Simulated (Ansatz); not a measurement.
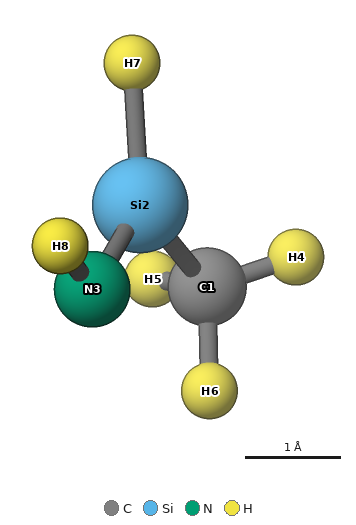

Fig. 1: The input geometry of run A (ball-and-stick view, seen at an oblique angle; atoms are numbered from 1 in the order of the input).

**What a change does: single-point calculation on CH$_{5}$NSi**

System: CH$_{5}$NSi.
Method of run A: RHF-CCSD(T), frozen core/def2-TZVPP (Ansatz 0.2.0).

The geometry: displaced from PBE0-D4/def2-TZVP. Text and figures count atoms from 1; the logs count them from 0 in places.

**Input file, run A**
```yaml
crystal:
  periodic: [false, false, false]
  atoms:
    - {symbol: C, position_ang: [-0.693575, 0.837393, -0.470732]}
    - {symbol: Si, position_ang: [0.591797, -0.378214, 0.052025]}
    - {symbol: N, position_ang: [0.209864, -1.466888, 1.166836]}
    - {symbol: H, position_ang: [-0.860255, 0.807086, -1.462389]}
    - {symbol: H, position_ang: [-0.496031, 1.874468, -0.212501]}
    - {symbol: H, position_ang: [-1.638819, 0.573879, 0.069245]}
    - {symbol: H, position_ang: [1.922517, -0.113001, -0.613832]}
    - {symbol: H, position_ang: [0.889949, -2.225444, 1.436044]}
basis:
  gaussian: {orbitals: def2-TZVPP}
correlation: {method: ccsd_t}
output: {forces: true}
```

Hardware: 2 CPU threads, shared host.

**Output (run A)**
```
Functional definition: HF
  exchange = exact_x
  correlation = 0
999 factors; integrals over basis functions are off by at most 1.1e-3 eV
mean field evaluation 1: about -10448.9198 eV, gradient 4.6e1 eV
mean field evaluation 2: about -10448.9215 eV, gradient 4.6e1 eV
mean field evaluation 4: about -10453.7529 eV, gradient 4.9e0 eV
mean field evaluation 8: about -10453.8418 eV, gradient 4.3e-1 eV
mean field evaluation 16: about -10448.9208 eV, gradient 4.6e1 eV
mean field -10453.84404550 eV, -384.1716828022 hartree, gradient 2.6e-6 eV, S^2 0.000000; 0 other end points of the search recorded, 0 dependent functions left out
7 core orbitals not correlated: weight in the atoms' cores, before any rotation towards them, 1.000 or more for the frozen orbitals, at most 0.000 for the correlated occupied ones
reference -10453.84404550 eV, -384.1716828022 hartree; 9, 9 occupied and 158, 158 virtual orbitals, 999 factors
second order -13.93063716 eV of doubles, -0.00000000 eV of singles
cycle   1  -14.19018014 eV  change   -2.6e-1 eV  update   9.8e-2
cycle   2  -14.56984864 eV  change   -3.8e-1 eV  update   3.3e-2
cycle   3  -14.68923098 eV  change   -1.2e-1 eV  update   1.9e-2
cycle   4  -14.67993367 eV  change    9.3e-3 eV  update   5.4e-3
cycle   5  -14.67997622 eV  change   -4.3e-5 eV  update   2.8e-3
cycle   6  -14.68015521 eV  change   -1.8e-4 eV  update   8.0e-4
cycle   7  -14.67997699 eV  change    1.8e-4 eV  update   3.0e-4
cycle   8  -14.68007934 eV  change   -1.0e-4 eV  update   1.2e-4
cycle   9  -14.68008222 eV  change   -2.9e-6 eV  update   3.9e-5
cycle  10  -14.68006181 eV  change    2.0e-5 eV  update   1.7e-5
cycle  11  -14.68006756 eV  change   -5.7e-6 eV  update   7.7e-6
cycle  12  -14.68007144 eV  change   -3.9e-6 eV  update   3.1e-6
perturbative correction -0.64948415 eV, -0.0238681021 hartree
the calculation of the forces begins
Total energy: -10469.17360108 eV, -384.7350335791 hartree
Atom 0 at    -0.693575     0.837393    -0.470732 Å, force    -0.682731     0.047155     3.879468 eV/Å
Atom 1 at     0.591797    -0.378214     0.052025 Å, force     0.648855     0.314276    -0.088159 eV/Å
Atom 2 at     0.209864    -1.466888     1.166836 Å, force     0.874480    -1.410921     0.427329 eV/Å
Atom 3 at    -0.860255     0.807086    -1.462389 Å, force    -0.615564    -0.198304    -3.622619 eV/Å
Atom 4 at    -0.496031     1.874468    -0.212501 Å, force     0.378264     0.107121     0.120283 eV/Å
Atom 5 at    -1.638819     0.573879     0.069245 Å, force     0.676205     0.070225    -0.472091 eV/Å
Atom 6 at     1.922517    -0.113001    -0.613832 Å, force    -0.343222    -0.183378     0.143748 eV/Å
Atom 7 at     0.889949    -2.225444     1.436044 Å, force    -0.936286     1.253826    -0.387957 eV/Å
Dipole moment:     0.171123     0.301709    -0.370912 e Å
```

The input of run B differs as follows (lines with − go, lines with + come):
```diff
-    - {symbol: C, position_ang: [-0.693575, 0.837393, -0.470732]}
-    - {symbol: Si, position_ang: [0.591797, -0.378214, 0.052025]}
-    - {symbol: N, position_ang: [0.209864, -1.466888, 1.166836]}
-    - {symbol: H, position_ang: [-0.860255, 0.807086, -1.462389]}
-    - {symbol: H, position_ang: [-0.496031, 1.874468, -0.212501]}
-    - {symbol: H, position_ang: [-1.638819, 0.573879, 0.069245]}
-    - {symbol: H, position_ang: [1.922517, -0.113001, -0.613832]}
-    - {symbol: H, position_ang: [0.889949, -2.225444, 1.436044]}
+    - {symbol: C, position_ang: [-0.650269, 0.843048, -0.384077]}
+    - {symbol: Si, position_ang: [0.619928, -0.397948, -0.016309]}
+    - {symbol: N, position_ang: [0.157681, -1.333446, 1.187824]}
+    - {symbol: H, position_ang: [-0.756282, 0.578506, -1.690699]}
+    - {symbol: H, position_ang: [-0.457968, 1.840646, -0.431012]}
+    - {symbol: H, position_ang: [-1.667989, 0.604406, -0.093666]}
+    - {symbol: H, position_ang: [1.858598, -0.053412, -0.622186]}
+    - {symbol: H, position_ang: [0.900926, -2.118181, 1.334705]}
```

What does this change do to the results?

With the same method and basis, run B lies 22.1 kcal/mol higher. The largest force goes from 3.939 to 5.945 eV/Å. The dipole moment goes from 2.44 to 2.77 D.

**Output (run B)**
```
Functional definition: HF
  exchange = exact_x
  correlation = 0
1001 factors; integrals over basis functions are off by at most 1.1e-3 eV
mean field evaluation 1: about -10447.6112 eV, gradient 4.6e1 eV
mean field evaluation 2: about -10447.6128 eV, gradient 4.6e1 eV
mean field evaluation 4: about -10452.6274 eV, gradient 4.9e0 eV
mean field evaluation 8: about -10452.7181 eV, gradient 4.3e-1 eV
mean field evaluation 16: about -10447.6122 eV, gradient 4.6e1 eV
mean field -10452.72046569 eV, -384.1303920056 hartree, gradient 2.4e-6 eV, S^2 0.000000; 0 other end points of the search recorded, 0 dependent functions left out
7 core orbitals not correlated: weight in the atoms' cores, before any rotation towards them, 1.000 or more for the frozen orbitals, at most 0.000 for the correlated occupied ones
reference -10452.72046569 eV, -384.1303920056 hartree; 9, 9 occupied and 158, 158 virtual orbitals, 1001 factors
second order -14.06491325 eV of doubles, -0.00000000 eV of singles
cycle   1  -14.29030092 eV  change   -2.3e-1 eV  update   1.0e-1
cycle   2  -14.69597094 eV  change   -4.1e-1 eV  update   3.5e-2
cycle   3  -14.82627683 eV  change   -1.3e-1 eV  update   2.1e-2
cycle   4  -14.81734554 eV  change    8.9e-3 eV  update   5.9e-3
cycle   5  -14.81720990 eV  change    1.4e-4 eV  update   3.1e-3
cycle   6  -14.81733902 eV  change   -1.3e-4 eV  update   9.0e-4
cycle   7  -14.81713504 eV  change    2.0e-4 eV  update   3.6e-4
cycle   8  -14.81725147 eV  change   -1.2e-4 eV  update   1.3e-4
cycle   9  -14.81725573 eV  change   -4.3e-6 eV  update   5.2e-5
cycle  10  -14.81723131 eV  change    2.4e-5 eV  update   2.3e-5
cycle  11  -14.81724018 eV  change   -8.9e-6 eV  update   1.1e-5
cycle  12  -14.81724402 eV  change   -3.8e-6 eV  update   4.3e-6
perturbative correction -0.67828561 eV, -0.0249265364 hartree
the calculation of the forces begins
Total energy: -10468.21599532 eV, -384.6998422163 hartree
Atom 0 at    -0.650269     0.843048    -0.384077 Å, force    -1.439442    -3.076084    -4.879047 eV/Å
Atom 1 at     0.619928    -0.397948    -0.016309 Å, force    -1.104066     1.280215     0.652113 eV/Å
Atom 2 at     0.157681    -1.333446     1.187824 Å, force     1.990709    -3.285965     0.898363 eV/Å
Atom 3 at    -0.756282     0.578506    -1.690699 Å, force     0.288340     0.747446     3.228240 eV/Å
Atom 4 at    -0.457968     1.840646    -0.431012 Å, force     0.687123     2.886164     0.200790 eV/Å
Atom 5 at    -1.667989     0.604406    -0.093666 Å, force     0.086951     0.003592     0.509908 eV/Å
Atom 6 at     1.858598    -0.053412    -0.622186 Å, force     1.187515    -0.101710    -0.673631 eV/Å
Atom 7 at     0.900926    -2.118181     1.334705 Å, force    -1.697129     1.546342     0.063264 eV/Å
Dipole moment:     0.266437     0.230056    -0.455647 e Å
```

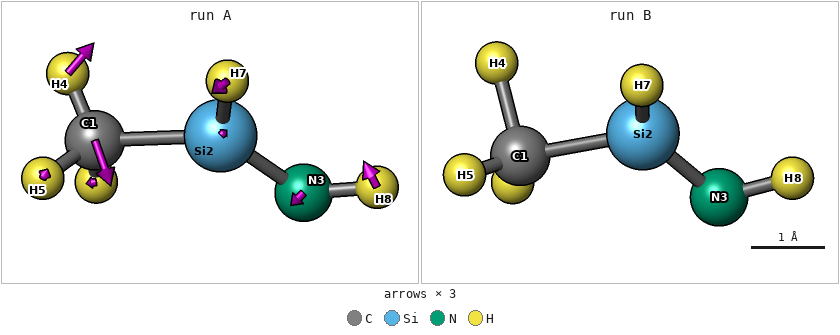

Fig. 2: The two input geometries at one scale (ball-and-stick view, seen at a tilt). The pink arrows on the first give the shifts of the atoms after the best rigid fit, magnified 3 times. The C atom moves most after the best rigid fit: 0.23 Å. Largest moves by element: C 0.23 Å, H 0.19 Å, N 0.09 Å, Si 0.04 Å. Among the contacts that change: C–H 1.006 → 1.337 Å, H–Si 1.511 → 1.421 Å, C–H 1.087 → 1.017 Å, H–N 1.054 → 1.091 Å.

**The two runs side by side**

| quantity | run A | run B |
| --- | --- | --- |
| outcome | converged | converged |
| total energy (hartree) | −384.735034 | −384.699842 |
| dipole moment (D) | 2.44 | 2.77 |
| largest force (eV/Å) | 3.939 | 5.945 |
| basis functions | 174 | 174 |
| wall time (shared host) | 1.9 min | 2 min |
